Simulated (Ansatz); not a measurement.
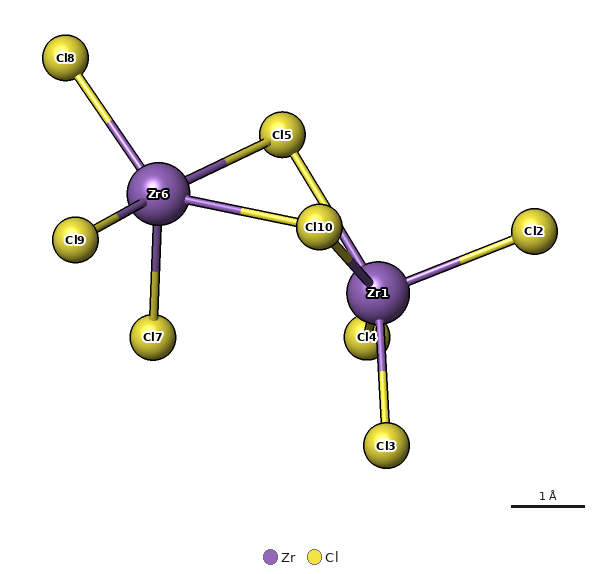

The structure (ball-and-stick view, seen at a tilt; atoms are numbered from 1 in the order of the input). Sticks mark near contacts. Bond lengths as drawn: Cl–Zr 2.32 to 2.78 Å.

# Zr2Cl8: a changed input and its effect

System: Zr2Cl8 (Zr2(Cl)8).
Method of the first run: RKS PBE-D4/def2-TZVP (Ansatz 0.2.0).

The geometry comes from this level: r2SCAN-D4/def2-SVP. Text and figures count atoms from 1; the logs count them from 0 in places.

### Input file, the first run
```yaml
crystal:
  periodic: [false, false, false]
  atoms:
    - {symbol: Zr, position_ang: [-1.086006, -0.498972, -1.246836]}
    - {symbol: Cl, position_ang: [-3.343840, -0.026976, -1.469389]}
    - {symbol: Cl, position_ang: [-0.093435, 0.558831, -3.081793]}
    - {symbol: Cl, position_ang: [-0.928728, -2.736149, -1.869808]}
    - {symbol: Cl, position_ang: [-0.985075, -1.070774, 1.259366]}
    - {symbol: Zr, position_ang: [1.102893, 0.552676, 1.450928]}
    - {symbol: Cl, position_ang: [1.933882, -0.748701, -0.352109]}
    - {symbol: Cl, position_ang: [1.288639, -0.211790, 3.653645]}
    - {symbol: Cl, position_ang: [2.621476, 2.319067, 1.551447]}
    - {symbol: Cl, position_ang: [-0.509816, 1.862767, 0.104560]}
basis:
  gaussian: {orbitals: def2-TZVP, initial_orbitals: start.molden}
hamiltonian: {xc: pbe, dispersion: d4}
scf: {omitted_lower_state_checks: [starts]}
output: {orbitals: {seedname: orbitals}}
```

Command:
```bash
ansatz run in.yaml --threads 2 --pin off --events-out ev --progress --plain --max-ram 32768MiB --backend cuda --devices 0, --max-vram 18GiB
```

Hardware: 2 CPU threads, shared host.

### Output (the first run)
```
Functional definition: PBE
  parameter kappa = 0.804
  parameter beta = 0.06672455060314922
  exchange = pbe_x(kappa = kappa, mu = beta*pi^2/3)
  correlation = pbe_c(beta = beta)
these checks for a lower state are left out or cut short: starts
2690 factors; their error is unknown
mean field evaluation 1: about -102722.8962 eV, gradient 2.3e1 eV
mean field evaluation 2: about -102723.2101 eV, gradient 4.3e-1 eV
mean field evaluation 4: about -102723.1999 eV, gradient 5.9e-2 eV
mean field -102723.19987386 eV, -3775.0079670788 hartree, gradient 1.9e-5 eV, S^2 0.000000; 0 other end points of the search recorded, 0 dependent functions left out
reference -102723.19995819 eV, -3775.0079701778 hartree; 80, 80 occupied and 296, 296 virtual orbitals, 2690 factors
Total energy: -102723.95518757 eV, -3775.0357243455 hartree
Checks for a lower state left out: starts
```

The input of the second run differs as follows (lines with − go, lines with + come):
```diff
-hamiltonian: {xc: pbe, dispersion: d4}
+hamiltonian: {xc: {name: BHLYP}, dispersion: d4}
```

What does this change do to the results?

The total energies belong to different models, so their difference says nothing on which is more stable or more accurate. The HOMO goes from −8.00 to −10.57 eV. The LUMO goes from −4.35 to −2.86 eV.

### Output (the second run)
```
Functional definition: BHLYP
  parameter a = 0.5
  exchange = (1 - a)*b88_x + a*exact_x
  correlation = lyp_c
these checks for a lower state are left out or cut short: starts
3180 factors; their error is unknown
mean field evaluation 1: about -102757.0735 eV, gradient 2.0e1 eV
mean field evaluation 2: about -102757.3122 eV, gradient 5.2e-1 eV
mean field evaluation 4: about -102757.9980 eV, gradient 4.2e-1 eV
mean field evaluation 8: about -102757.9981 eV, gradient 1.8e-5 eV
mean field -102757.99810520 eV, -3776.2867784935 hartree, gradient 1.8e-5 eV, S^2 0.000000; 0 other end points of the search recorded, 0 dependent functions left out
reference -102757.99838101 eV, -3776.2867886291 hartree; 80, 80 occupied and 296, 296 virtual orbitals, 3180 factors
Total energy: -102759.22512582 eV, -3776.3318706694 hartree
Checks for a lower state left out: starts
```

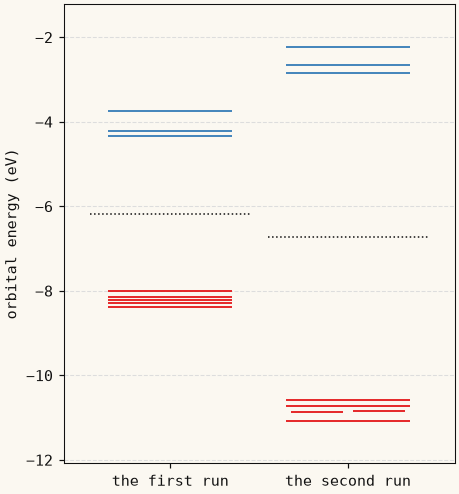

The five highest filled and three lowest empty orbital energies of the two runs; the dotted lines part filled from empty levels. The HOMO–LUMO gap is 3.66 eV in the first run and 7.72 eV in the second run.

### The two runs side by side

```csv
quantity,the first run,the second run
outcome,converged,converged
total energy (hartree),−3775.035724,−3776.331871
HOMO (eV),−8.00,−10.57
LUMO (eV),−4.35,−2.86
basis functions,376,376
wall time (shared host),11 s,9 s
```
